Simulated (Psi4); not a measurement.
# BBr2F (dibromofluoroborane) at CCSD/cc-pVDZ

Aim: the vertical singlet–triplet gap of BBr2F (dibromofluoroborane) at CCSD/cc-pVDZ, from 2 runs. 

The calculation is run with Psi4 1.11.

2 further runs of the same task are left out: 1 that didn't finish, 1 set aside as unsound or not needed.

### Step 1. Starting point

BBr2F: 4 atoms, total charge 0, spin state singlet. As SMILES, `FB(Br)Br`. Geometry: relaxed at PBE0-D4/def2-TZVP.

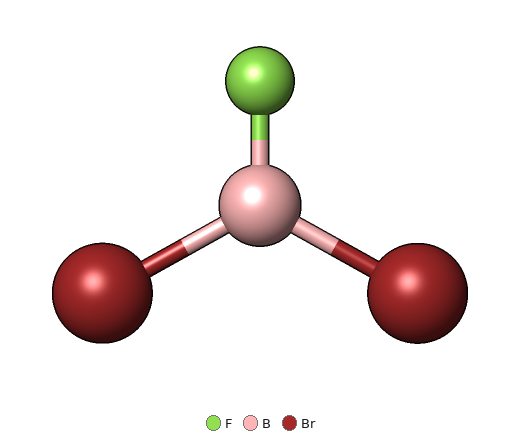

The structure, seen from a chosen angle (fluorine green, boron pink, bromine red).

### Step 2. A single-point energy at CCSD/cc-pVDZ

bbr2f.in reads:

```
memory 2.2 GB

molecule mol {
  0 1
  F      1.316550     0.465960     0.364370
  B      0.123960     0.043770     0.034160
  Br    -0.483040    -1.629420     0.701450
  Br    -0.957470     1.119690    -1.099980
  symmetry c1
}

set {
  basis           cc-pVDZ
  reference       rhf
  puream          true
  e_convergence   1e-09
  d_convergence   1e-08
  scf_type        pk
  num_frozen_docc 20
}

energy_value = energy('ccsd')
```

Command:

```console
$ psi4 -n 1 bbr2f.in bbr2f.out
```

bbr2f.out:

```text
[...]
  Running in c1 symmetry.
[...]
  Nuclear repulsion =  430.663016420337158
[...]
  Multiplicity = 1
[...]
  Nalpha       = 42
  Nbeta        = 42
[...]
    Number of basis functions: 82
[...]
   @RHF iter   1: -5268.81612596802188   -3.38045e+00   9.18382e-03 DIIS/ADIIS
[...]
   @RHF iter  11: -5269.03162843449445   -1.72804e-11   9.79533e-09 DIIS
[...]
    Orbital Energies [Eh]
    ---------------------
    Doubly Occupied:
       1A   -490.093663     2A   -490.093661     3A    -65.230453
       4A    -65.230450     5A    -58.586986     6A    -58.586983
       7A    -58.586317     8A    -58.586315     9A    -58.586076
      10A    -58.586074    11A    -26.351623    12A     -9.879205
      13A     -9.879187    14A     -7.791101    15A     -7.490777
      16A     -7.490772    17A     -7.485182    18A     -7.485179
      19A     -7.483944    20A     -7.483941    21A     -3.227202
      22A     -3.227194    23A     -3.224585    24A     -3.224568
      25A     -3.223169    26A     -3.223138    27A     -3.216890
      28A     -3.216882    29A     -3.216822    30A     -3.216815
      31A     -1.669411    32A     -1.073246    33A     -1.036805
      34A     -0.820515    35A     -0.734132    36A     -0.719391
[...]
  @RHF Final Energy: -5269.03162843449445
   => Energetics <=
    Nuclear Repulsion Energy =            430.6630164203371578
    One-Electron Energy =               -8195.0007857659147703
    Two-Electron Energy =                2495.3061409110837303
    Total Energy =                      -5269.0316284344935411
[...]
 Multipole Moments:
 ------------------------------------------------------------------------------------
     Multipole            Electronic (a.u.)      Nuclear  (a.u.)        Total (a.u.)
 ------------------------------------------------------------------------------------
 L = 1.  Multiply by 2.5417464519 to convert [e a0] to [Debye]
 Dipole X            :         -2.1558635            2.0637667           -0.0920968
 Dipole Y            :         -0.7630997            0.7303475           -0.0327522
 Dipole Z            :         -0.5967248            0.5710683           -0.0256565
 Magnitude           :                                                    0.1010583
[...]
      * MP2 total energy                      = -5269.554827034768095
[...]
      * CCSD total energy                     = -5269.573535497355806
[...]
```

It took 2.6 min on 1 thread of Intel Xeon Platinum 8259CL at 2.50GHz (Skylake/Cascade Lake), shared host; peak memory 0.47 GiB.

### Step 3. The triplet

bbr2f.xyz reads:

```xyz
4
BBr2F
F      1.316550     0.465960     0.364370
B      0.123960     0.043770     0.034160
Br    -0.483040    -1.629420     0.701450
Br    -0.957470     1.119690    -1.099980
```

bbr2f.py reads:

```python
import psi4

psi4.set_memory(2200000000)
psi4.set_num_threads(1)
psi4.set_output_file('bbr2f.out', False)

with open('bbr2f.xyz') as f:
    atoms = ''.join(f.readlines()[2:])
geom = psi4.geometry('0 3\n' + atoms + 'symmetry c1\nno_reorient\nno_com')

options = {'basis': 'cc-pVDZ', 'reference': 'uhf', 'puream': True, 'e_convergence': 1e-09, 'd_convergence': 1e-08, 'scf_type': 'pk', 'num_frozen_docc': 20, 'maxiter': 100}
psi4.set_options(options)

result, w = psi4.energy('ccsd', molecule=geom, return_wfn=True)
print('E =', round(result, 9))
```

Command:

```console
$ python bbr2f.py
```

bbr2f.out:

```text
[...]
  Running in c1 symmetry.
[...]
  Nuclear repulsion =  430.663016420337158
[...]
  Multiplicity = 3
[...]
  Nalpha       = 43
  Nbeta        = 41
[...]
    Number of basis functions: 82
[...]
   @UHF iter   1: -5268.65598994051015   -3.22032e+00   7.90749e-03 ADIIS/DIIS
[...]
   @UHF iter  20: -5268.79730534507962   -1.27329e-11   9.57763e-09 DIIS
[...]
   @S^2 Observed:                2.034968108E+00
[...]
    Orbital Energies [Eh]
    ---------------------
    Alpha Occupied:
       1A   -490.137949     2A   -490.137943     3A    -65.272977
       4A    -65.272970     5A    -58.632639     6A    -58.632632
       7A    -58.628247     8A    -58.628241     9A    -58.628149
      10A    -58.628142    11A    -26.269765    12A     -9.922398
      13A     -9.922380    14A     -7.664848    15A     -7.539238
      16A     -7.539230    17A     -7.527356    18A     -7.527348
      19A     -7.524022    20A     -7.524015    21A     -3.270735
      22A     -3.270721    23A     -3.269827    24A     -3.269820
      25A     -3.264801    26A     -3.264794    27A     -3.257873
      28A     -3.257856    29A     -3.257154    30A     -3.257143
      31A     -1.596559    32A     -1.110368    33A     -1.078497
      34A     -0.760401    35A     -0.686018    36A     -0.672838
[...]
  @UHF Final Energy: -5268.79730534507962
   => Energetics <=
    Nuclear Repulsion Energy =            430.6630164203371578
    One-Electron Energy =               -8193.3180684273502266
    Two-Electron Energy =                2493.8577466619335610
    Total Energy =                      -5268.7973053450796215
  UHF NO Occupations:
  HONO-2 :   41  A 1.9899764
  HONO-1 :   42  A 1.0000000
[...]
 Multipole Moments:
 ------------------------------------------------------------------------------------
     Multipole            Electronic (a.u.)      Nuclear  (a.u.)        Total (a.u.)
 ------------------------------------------------------------------------------------
 L = 1.  Multiply by 2.5417464519 to convert [e a0] to [Debye]
 Dipole X            :         70.9898234          -71.7134057           -0.7235823
 Dipole Y            :         25.1195878          -25.3753558           -0.2557680
 Dipole Z            :         19.6395245          -19.8391386           -0.1996141
 Magnitude           :                                                    0.7929908
[...]
      * MP2 total energy                      = -5269.314870591273575
[...]
      * CCSD total energy                     = -5269.339302410770870
```

The script printed:

```text
E = -5269.339302411
```

It took 3.4 min on 1 thread of Intel Xeon Platinum 8259CL at 2.50GHz (Skylake/Cascade Lake), shared host; peak memory 0.47 GiB.

### Step 4. What came out

At CCSD/cc-pVDZ, 20 core orbitals frozen:

```
                                                           quantity           value
                                              singlet: total energy  -5269.57354 Eh
                       singlet: HOMO energy (Hartree–Fock orbitals)       -11.54 eV
                       singlet: LUMO energy (Hartree–Fock orbitals)         2.61 eV
                     singlet: HOMO–LUMO gap (Hartree–Fock orbitals)        14.15 eV
              singlet: correlation energy (20 core orbitals frozen)      -541.9 mEh
                                             singlet: T1 diagnostic           0.010
                                              triplet: total energy  -5269.33930 Eh
triplet: HOMO energy (Hartree–Fock orbitals) (highest over α and β)        -5.63 eV
 triplet: LUMO energy (Hartree–Fock orbitals) (lowest over α and β)        -4.10 eV
              triplet: correlation energy (20 core orbitals frozen)      -542.0 mEh
                         triplet: ⟨S²⟩ of the reference determinant           2.035
                                             triplet: T1 diagnostic           0.019
                   vertical energy of the triplet above the singlet        6.374 eV
```

**Reading.** At this shape the triplet lies 6.37 eV (147 kcal/mol) above the singlet.
